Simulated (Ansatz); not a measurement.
# [B2H4]− (SMILES B[BH2-]): UMP2/STO-3G

What is the vertical doublet–quartet gap of [B2H4]− at UMP2/STO-3G? 

The calculation is run with Ansatz 0.2.0.

2 further runs of the same task are left out: 2 set aside as unsound or not needed.

## Step 1: The molecule

The species is [B2H4]− (6 atoms), meant as a doublet with charge -1. As SMILES, `B[BH2-]`. The shape is that of a GFN2-xTB optimisation.

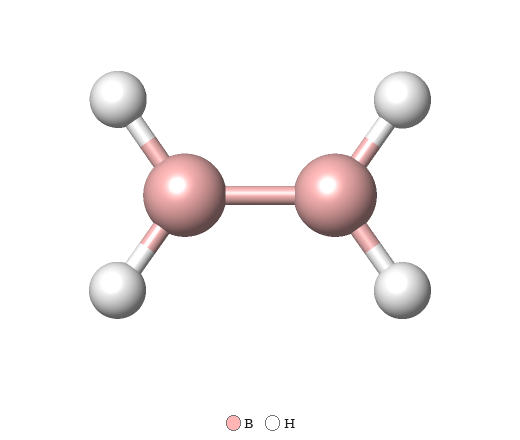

Viewed from a chosen angle; boron pink, hydrogen white.

## Step 2: A single-point energy at UMP2/STO-3G

The input, job.yaml:

```yaml
crystal:
  periodic: [false, false, false]
  atoms:
    - {symbol: B, position_ang: [-0.171550, -0.771400, -0.025300]}
    - {symbol: B, position_ang: [0.169320, 0.773700, 0.027330]}
    - {symbol: H, position_ang: [-0.580440, -1.438850, 0.921010]}
    - {symbol: H, position_ang: [-0.069910, -1.485390, -1.020680]}
    - {symbol: H, position_ang: [0.575700, 1.435470, -0.925390]}
    - {symbol: H, position_ang: [0.076890, 1.486470, 1.023030]}
basis:
  gaussian:
    orbitals: STO-3G
total_charge: -1
magnetization:
  spin_polarized: true
  initial_magnetization: 1
correlation:
  method: mp2
  frozen_orbitals: {B: 1, H: 0}
accuracy: high
```

Run with:

```console
$ ansatz run job.yaml --threads 1 --pin off --max-ram 2610MiB --events-out events.jsonl --progress --plain --runs-dir runs
```

The log of the run:

```text
Warning: RAYON_NUM_THREADS=1 ignored (pool sized by the plan → 1); use --threads N
Functional definition: HF
  name "HF"
  exchange = exact_x
  correlation = 0
229 factors; integrals over basis functions are off by at most 1.0e-8 eV
mean field evaluation 1: about -1382.9216 eV, gradient 1.0e1 eV
mean field evaluation 2: about -1382.9520 eV, gradient 1.0e1 eV
mean field evaluation 4: about -1384.0064 eV, gradient 4.2e-1 eV
mean field evaluation 8: about -1384.0087 eV, gradient 7.4e-7 eV
mean field -1384.00871800 eV, -50.8613822718 hartree, gradient 5.7e-8 eV, S^2 0.754177; 0 other end points of the search recorded, 0 dependent functions left out
2 core orbitals not correlated: weight in the atoms' cores, before any rotation towards them, 1.000 or more for the frozen orbitals, at most 0.000 for the correlated occupied ones
reference -1384.00871800 eV, -50.8613822718 hartree; 6, 5 occupied and 6, 7 virtual orbitals, 229 factors
second order -1.99257310 eV of doubles, -0.00000000 eV of singles
Total energy: -1386.00129111 eV, -50.9346079827 hartree
```

Wall time 0.06 s (1 thread of Arm Neoverse V2, shared host).

## Step 3: The quartet

The input, in.yaml:

```yaml
crystal:
  periodic: [false, false, false]
  atoms:
    - {symbol: B, position_ang: [-0.171550, -0.771400, -0.025300]}
    - {symbol: B, position_ang: [0.169320, 0.773700, 0.027330]}
    - {symbol: H, position_ang: [-0.580440, -1.438850, 0.921010]}
    - {symbol: H, position_ang: [-0.069910, -1.485390, -1.020680]}
    - {symbol: H, position_ang: [0.575700, 1.435470, -0.925390]}
    - {symbol: H, position_ang: [0.076890, 1.486470, 1.023030]}
basis:
  gaussian:
    orbitals: STO-3G
total_charge: -1
magnetization:
  spin_polarized: true
  initial_magnetization: 3
correlation:
  method: mp2
  frozen_orbitals: {B: 1, H: 0}
accuracy: high
```

Run with:

```console
$ ansatz run in.yaml --threads 1 --pin off --max-ram 2610MiB --events-out events.jsonl --progress --plain --runs-dir runs
```

The log of the run:

```text
Warning: RAYON_NUM_THREADS=1 ignored (pool sized by the plan → 1); use --threads N
[... 4 set-up lines as earlier in the session ...]
230 factors; integrals over basis functions are off by at most 1.0e-8 eV
mean field evaluation 1: about -1375.8496 eV, gradient 1.0e1 eV
mean field evaluation 2: about -1375.9025 eV, gradient 1.0e1 eV
mean field evaluation 4: about -1377.3670 eV, gradient 1.5e0 eV
mean field evaluation 8: about -1377.4295 eV, gradient 1.4e-2 eV
mean field -1377.42948865 eV, -50.6196000528 hartree, gradient 2.0e-8 eV, S^2 3.771513; 0 other end points of the search recorded, 0 dependent functions left out
2 core orbitals not correlated: weight in the atoms' cores, before any rotation towards them, 1.000 or more for the frozen orbitals, at most 0.000 for the correlated occupied ones
reference -1377.42948865 eV, -50.6196000528 hartree; 7, 4 occupied and 5, 8 virtual orbitals, 230 factors
second order -1.45742125 eV of doubles, -0.00000000 eV of singles
Total energy: -1378.88690990 eV, -50.6731592957 hartree
```

Wall time 0.06 s (1 thread of Arm Neoverse V2, shared host).

## Step 4: What came out

Level: UMP2/STO-3G, 2 core orbitals frozen.

| quantity | value |
| --- | --- |
| doublet: total energy | -50.93461 Eh |
| doublet: correlation energy (2 core orbitals frozen) | -73.2 mEh |
| doublet: ⟨S²⟩ of the reference determinant | 0.754 |
| quartet: total energy | -50.67316 Eh |
| quartet: correlation energy (2 core orbitals frozen) | -53.6 mEh |
| quartet: ⟨S²⟩ of the reference determinant | 3.772 |
| vertical energy of the quartet above the doublet | 7.114 eV |

In words: At this shape the quartet lies 7.11 eV (686 kJ/mol) above the doublet. For an anion a state so high probably lies above electron detachment. In a minimal basis such a difference can be off by several eV, whatever the method.
